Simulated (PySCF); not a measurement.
**NMR shielding calculation of C$_{6}$H$_{17}$AlS**

The run: NMR shielding calculation of C$_{6}$H$_{17}$AlS. Method and program: GIAO PBE0/pcSseg-1 NMR shielding, non-relativistic, gas phase (PySCF 2.14.0).

The geometry comes from this level: PBE0-D3(BJ)/def2-SVP. It belongs to a series of runs on one base structure; here: H on Al replaced by tBu. Figures and captions count atoms from 1; the log counts them from 0 in places.

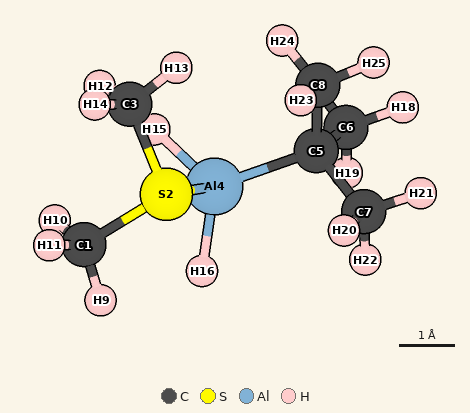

**Figure 1.** The structure (ball-and-stick view, seen at a tilt; atoms are numbered from 1 in the order of the input). Sticks mark near contacts. Bond lengths as drawn: Al–C 2.00 Å, Al–H 1.61 Å, Al–S 2.48 Å, C–C 1.53 Å, C–H 1.10 to 1.11 Å and C–S 1.80 to 1.81 Å.

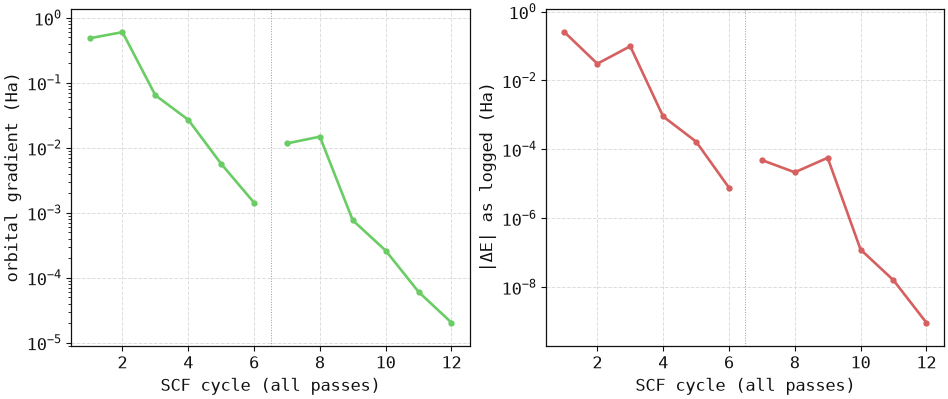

**Figure 2.** Convergence of the self-consistent field: orbital gradient and size of the energy change against the SCF cycle. The dotted line marks the change from a coarse to the final integration grid. The first 6 cycles use a coarse grid, the final grid takes over at cycle 7, and the field converges after 12 cycles in all.

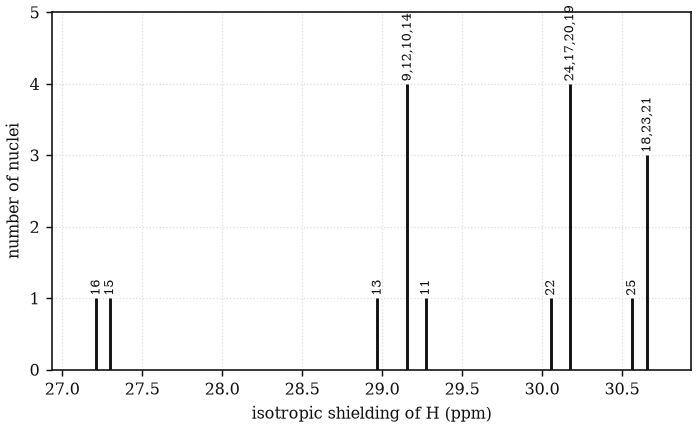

**Figure 3.** Isotropic shieldings of the hydrogen nuclei in this fixed geometry, labelled by atom number; shielding grows to the right, so chemical shift grows to the left. The least shielded is H16 (27.2 ppm), the most shielded H21 (30.7 ppm).

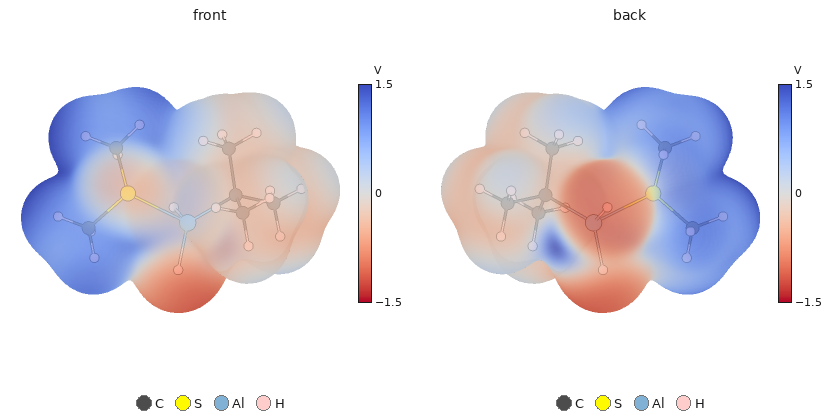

**Figure 4.** The electrostatic potential painted on the density surface at 0.002 e/bohr³, seen face on and from behind; the colour scale runs from red (negative) to blue (positive). Its dipole moment is 4.50 D.

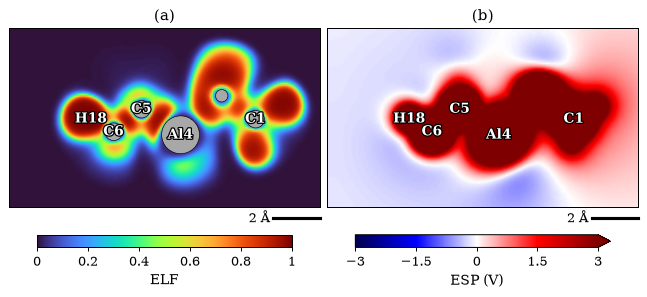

**Figure 5.** (a) electron localisation function; (b) electrostatic potential on the plane of atoms C5, C6 and H18. Grey discs, where drawn, cover atomic cores. The section cuts through C, Al and H sites. C–C (1.53 Å): the ELF peaks at about 0.95 between the atoms, which marks a covalent bond. C–Al (2.00 Å): the ELF peaks at about 0.95 between the atoms, which marks a polar covalent bond.

The input and output of the run follow.

Input file:
```
{"job": {"kind": "nmr", "xc": "PBE0", "basis": "pcSseg-1"}, "charge": 0, "multiplicity": 1}
C     -3.095837    -1.453462     0.334964
S     -1.845700    -0.252178     0.837289
C     -2.505330     1.250227     0.085207
Al    -0.041869    -0.906943    -0.738593
C      1.547537     0.081701    -0.031754
C      2.647747     0.010150    -1.095408
C      2.041211    -0.572630     1.259343
C      1.208713     1.548321     0.238175
H     -2.749893    -2.434660     0.684652
H     -3.190187    -1.472613    -0.760320
H     -4.057786    -1.207387     0.805385
H     -2.604411     1.116623    -1.001135
H     -1.783402     2.051988     0.287418
H     -3.470780     1.501050     0.545935
H     -0.757103    -0.341985    -2.071229
H     -0.148291    -2.489811    -0.469457
H      2.338695     0.479757    -2.044799
H      3.563676     0.535030    -0.756948
H      2.941782    -1.029643    -1.320531
H      1.275140    -0.551737     2.053691
H      2.934099    -0.050861     1.657832
H      2.321006    -1.627680     1.104951
H      0.473608     1.657818     1.055527
H      0.801830     2.055435    -0.653806
H      2.107932     2.116023     0.550260
```

The first line tells a small driver script what to run in PySCF; the rest is the geometry in Å.

Launch command:
```bash
OMP_NUM_THREADS=1 python <driver script> task.json out
```

What the program printed:
```
coarse grid: 20304 points
cycle   1  E = -878.7594369327  dE =  2.518e-01  |g| = 4.849e-01  |ddm| = 4.138e+00
cycle   2  E = -878.7289549494  dE =  3.048e-02  |g| = 6.032e-01  |ddm| = 1.157e+00
cycle   3  E = -878.8270963352  dE = -9.814e-02  |g| = 6.444e-02  |ddm| = 6.944e-01
cycle   4  E = -878.8279927564  dE = -8.964e-04  |g| = 2.705e-02  |ddm| = 8.385e-02
cycle   5  E = -878.8281598755  dE = -1.671e-04  |g| = 5.674e-03  |ddm| = 2.546e-02
cycle   6  E = -878.8281675620  dE = -7.687e-06  |g| = 1.432e-03  |ddm| = 7.596e-03
final grid: 182208 points
cycle   7  E = -878.8792032867  dE = -4.860e-05  |g| = 1.168e-02  |ddm| = 4.004e-02
cycle   8  E = -878.8791818154  dE =  2.147e-05  |g| = 1.486e-02  |ddm| = 2.299e-02
cycle   9  E = -878.8792383594  dE = -5.654e-05  |g| = 7.661e-04  |ddm| = 1.325e-02
cycle  10  E = -878.8792384822  dE = -1.227e-07  |g| = 2.621e-04  |ddm| = 9.342e-04
cycle  11  E = -878.8792384979  dE = -1.579e-08  |g| = 6.068e-05  |ddm| = 2.686e-04
cycle  12  E = -878.8792384989  dE = -9.250e-10  |g| = 2.038e-05  |ddm| = 9.914e-05
converged SCF energy = -878.8792384989

GIAO shielding tensors (ppm)
atom      isotropic    diamagn.    paramagn.     s11        s22        s33       span
  0 C      161.552     252.590     -91.038    143.885    155.481    185.289     41.404
  1 S      591.111    1061.868    -470.757    463.921    571.027    738.384    274.463
  2 C      158.812     254.585     -95.773    144.077    148.818    183.541     39.464
  3 Al     391.245     798.394    -407.150    372.529    377.257    423.948     51.419
  4 C      170.499     246.253     -75.754    163.314    171.933    176.251     12.937
  5 C      156.205     246.217     -90.012    139.903    142.755    185.957     46.054
  6 C      153.727     247.340     -93.613    137.154    141.243    182.785     45.630
  7 C      152.521     250.053     -97.532    135.066    142.509    179.986     44.920
  8 H       29.109      30.249      -1.140     23.758     26.448     37.121     13.363
  9 H       29.167      30.334      -1.168     24.162     27.668     35.671     11.509
 10 H       29.272      28.140       1.132     23.738     26.450     37.627     13.889
 11 H       29.149      31.991      -2.841     24.891     27.427     35.130     10.239
 12 H       28.970      32.438      -3.468     23.093     28.316     35.502     12.408
 13 H       29.208      29.407      -0.200     23.837     26.327     37.459     13.621
 14 H       27.297      32.321      -5.024     23.818     27.197     30.877      7.060
 15 H       27.213      32.311      -5.098     23.593     26.884     31.161      7.568
 16 H       30.163      30.396      -0.233     25.632     28.110     36.747     11.115
 17 H       30.641      29.979       0.662     27.298     27.892     36.733      9.434
 18 H       30.216      30.113       0.103     25.878     27.740     37.028     11.150
 19 H       30.202      31.926      -1.724     25.149     29.945     35.512     10.363
 20 H       30.670      30.914      -0.244     27.409     27.894     36.708      9.299
 21 H       30.055      31.124      -1.069     26.198     27.432     36.535     10.336
 22 H       30.659      34.060      -3.401     25.635     30.746     35.594      9.958
 23 H       30.115      33.024      -2.909     26.239     28.682     35.426      9.187
 24 H       30.561      31.949      -1.387     27.092     28.157     36.435      9.343
```

Summary:

```tsv
quantity	value
outcome	converged
total energy	−878.879238 hartree
HOMO	−6.33 eV
LUMO	0.07 eV
dipole moment	4.50 D
isotropic shielding, C	152.5 to 170.5 ppm
isotropic shielding, S	591.1 ppm
isotropic shielding, Al	391.2 ppm
isotropic shielding, H	27.2 to 30.7 ppm
hardware	1 CPU thread, shared host
wall time	58 s
peak memory	1.2 GiB
```
